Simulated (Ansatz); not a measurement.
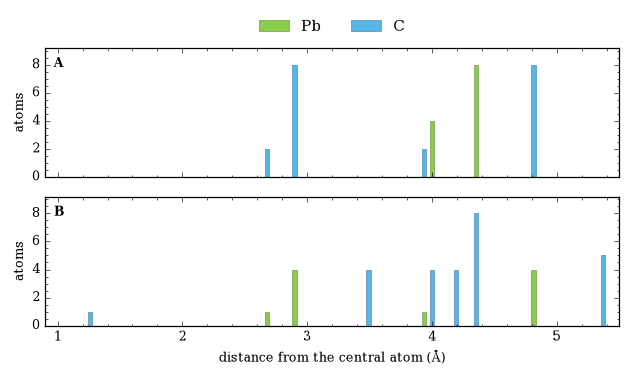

Neighbour shells computed from the structure of PbC2: each bar gives the number of atoms of one element at one distance (within 0.03 Å) from a central atom. Structure used: coordinates from a relaxation with DFT LDA, scalar-relativistic, plane waves, PAW (Ansatz 0.2.0); the starting structure was generated, so it need not be a known form of this composition.

```
a = 3.999 Å, b = 3.999 Å, c = 6.615 Å, α = 90.00°, β = 90.00°, γ = 90.00°
Pb1  0.0000  0.0000  0.0000
C2  0.5000  0.5000  0.0952
C3  0.0000  0.0000  0.4048
Pb4  0.5000  0.5000  0.5000
C5  0.0000  0.0000  0.5952
C6  0.5000  0.5000  0.9048
```

Which atom of the list is the centre of each panel?

panel A: Pb1 (or an equivalent site: Pb4); panel B: C2 (or an equivalent site: C3, C5, C6).

List the closest shells (up to six) of each central atom.

Panel A: 2 C at 2.68 Å, 8 C at 2.90 Å, 2 C at 3.94 Å, 4 Pb at 4.00 Å, 8 Pb at 4.35 Å, 8 C at 4.81 Å
Panel B: 1 C at 1.26 Å, 1 Pb at 2.68 Å, 4 Pb at 2.90 Å, 4 C at 3.49 Å, 1 Pb at 3.94 Å, 4 C at 4.00 Å
